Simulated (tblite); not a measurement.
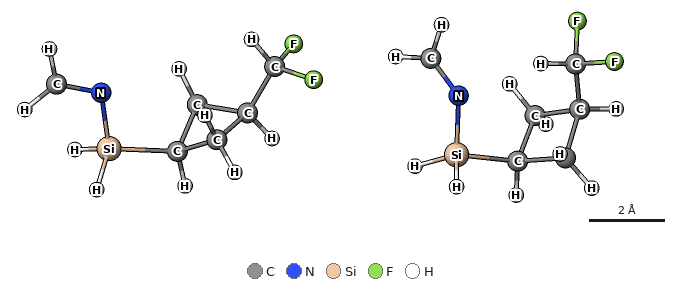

Two geometries of C6H11F2NSi, drawn at one scale. One is the start of a relaxation, the other its converged end. Style: ball-and-stick. Shown at a tilt.

Computed with GFN2-xTB geometry optimisation, gas phase (tblite 0.8.0). 

**Which geometry has the lower energy?**

The right one is the relaxed one. The energy falls by 0.505 eV in 205 geometry steps. The largest moves after the best rigid fit, 1.85 Å, are those of F and H atoms. Largest moves by element: F 1.85 Å, H 1.83 Å, C 1.21 Å, N 0.49 Å, Si 0.38 Å. Among the contacts that change: C–N 1.303 → 1.248 Å, H–Si 1.485 → 1.461 Å, C–C 1.563 → 1.542 Å, C–H 1.102 → 1.088 Å. Among the angles between lasting bonds that change: C–N–Si 115.6° → 134.6°, N–Si–H 108.4° → 117.4°, N–Si–H 108.0° → 102.8°. Groups turn about N–Si by about 55°, C–C by about 35°, C–C by about 35°.
